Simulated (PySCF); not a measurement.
# One shape, several levels: CH5AsSi (SMILES C1[SiH2][AsH]1)

We compute a comparison of 3 runs (HF/STO-3G, CAM-B3LYP/def2-SVP, M06-2X/def2-SVP) of CH5AsSi. 

Program for the calculation: PySCF 2.14.0.

1 further run of the same task is left out (set aside as unsound or not needed).

## (1) The molecule

The species is CH5AsSi (8 atoms), meant as a singlet with charge 0. SMILES: `C1[SiH2][AsH]1`. The shape is that of a PBE0-D4/def2-TZVP optimisation.

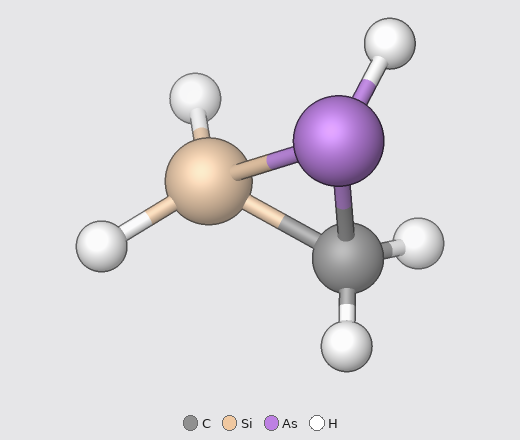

Viewed from a chosen angle; carbon grey, silicon light orange, arsenic purple, hydrogen white.

## (2) The energy at HF/STO-3G (run 1)

File job.py:

```python
from pyscf import gto, scf

mol = gto.M(
    atom='''
C     -0.770300     0.017900    -0.576000
Si     0.707800     0.663100     0.315700
As    -0.538100    -1.122700     1.107200
H     -0.667200    -0.524000    -1.509300
H     -1.690700     0.591800    -0.522300
H      0.581300     1.973900     0.990500
H      2.040800     0.422300    -0.277100
H      0.428400    -2.079400     0.415600
''',
    verbose=4,
    max_memory=1860,
    basis='sto-3g',
)

calc0 = scf.RHF(mol)
calc0.conv_tol = 1e-10
calc0.kernel()
if not calc0.converged:
    calc0 = calc0.newton().run(calc0.mo_coeff, calc0.mo_occ)

energy = calc0.e_tot
print('Final energy', energy)
```

Command:

```sh
$ OMP_NUM_THREADS=1 python job.py
```

What it wrote:

```text
PySCF version 2.14.0

[... 62 lines left out ...]
converged SCF energy = -2535.17270588797
Final energy -2535.17270588797
```

Run time: 0.89 s. Hardware: 1 thread of Intel Xeon at 2.70GHz, shared host; peak memory 0.1 GiB.

## (3) The energy at CAM-B3LYP/def2-SVP (run 2)

File job.py:

```python
# C1[SiH2][AsH]1
from pyscf import gto, dft

system = gto.M(
    atom='''
C       -0.770300       0.017900      -0.576000
Si       0.707800       0.663100       0.315700
As      -0.538100      -1.122700       1.107200
H       -0.667200      -0.524000      -1.509300
H       -1.690700       0.591800      -0.522300
H        0.581300       1.973900       0.990500
H        2.040800       0.422300      -0.277100
H        0.428400      -2.079400       0.415600
''',
    spin=0,
    charge=0,
    basis='def2-svp',
    verbose=4,
    max_memory=1860,
)

myscf = dft.RKS(system)
myscf.xc = 'cam-b3lyp'
myscf.conv_tol = 1e-10
myscf.grids.level = 5
myscf.kernel()
if not myscf.converged:
    myscf = myscf.newton().run(myscf.mo_coeff, myscf.mo_occ)

e_final = myscf.e_tot
print('E(%s) = %.9f' % ('CAM-B3LYP', e_final))
```

Command:

```sh
$ OMP_NUM_THREADS=1 python job.py
```

What it wrote:

```text
PySCF version 2.14.0

[... 78 lines left out ...]
converged SCF energy = -2566.15027705662
E(CAM-B3LYP) = -2566.150277057
```

Wall time 31 s (1 thread of Intel Xeon at 2.70GHz, shared host); peak memory 0.46 GiB.

## (4) The energy at M06-2X/def2-SVP (run 3)

File run.py:

```python
from pyscf import gto, dft

mol = gto.Mole()
mol.atom = [
    ('C', (-0.770300, 0.017900, -0.576000)),
    ('Si', (0.707800, 0.663100, 0.315700)),
    ('As', (-0.538100, -1.122700, 1.107200)),
    ('H', (-0.667200, -0.524000, -1.509300)),
    ('H', (-1.690700, 0.591800, -0.522300)),
    ('H', (0.581300, 1.973900, 0.990500)),
    ('H', (2.040800, 0.422300, -0.277100)),
    ('H', (0.428400, -2.079400, 0.415600)),
]
mol.verbose = 4
mol.basis = 'def2-svp'
mol.charge = 0
mol.max_memory = 1860
mol.build()

mf = dft.RKS(mol, xc='m06-2x')
mf.grids.level = 5
mf.conv_tol = 1e-10
mf.kernel()
if not mf.converged:
    mf = mf.newton().run(mf.mo_coeff, mf.mo_occ)

e_final = mf.e_tot
print(f'total energy: {e_final:.8f} hartree')
```

Command:

```sh
$ OMP_NUM_THREADS=1 python run.py
```

What it wrote:

```text
PySCF version 2.14.0

[... 77 lines left out ...]
converged SCF energy = -2566.02619536614
total energy: -2566.02619537 hartree
```

Run time: 31 s. Hardware: 1 thread of Intel Xeon at 2.70GHz, shared host; peak memory 0.47 GiB.

## (5) The series

| run | level | integration grid | energy (Eh) | dipole moment (D) | HOMO energy (eV) | LUMO energy (eV) | wall time |
| --- | --- | --- | --- | --- | --- | --- | --- |
| 1 | HF/STO-3G | – | -2535.172706 | 1.72 | -6.40 | 8.08 | 0.89 s |
| 2 | CAM-B3LYP/def2-SVP | 5 | -2566.150277 | 0.97 | -8.04 | 0.98 | 31 s |
| 3 | M06-2X/def2-SVP | 5 | -2566.026195 | 1.16 | -7.86 | 0.58 | 31 s |

## (6) Outcome

| quantity | value |
| --- | --- |
| run 3: total energy | -2566.02620 Eh |
| run 3: dipole moment | 1.16 D |
| run 3: HOMO energy | -7.86 eV |
| run 3: LUMO energy | 0.58 eV |
| run 3: HOMO–LUMO gap | 8.44 eV |

In words: The dipole moment (its size) runs from 0.97 D (CAM-B3LYP/def2-SVP) to 1.72 D (HF/STO-3G). The two ends differ in method and basis. The HOMO–LUMO gap runs from 8.44 eV (M06-2X/def2-SVP) to 14.48 eV (HF/STO-3G). Totals of different functionals can't be ranked against each other. In run 1 the basis is minimal, so the values are rough. All runs together took 63 s, the longest 31 s.
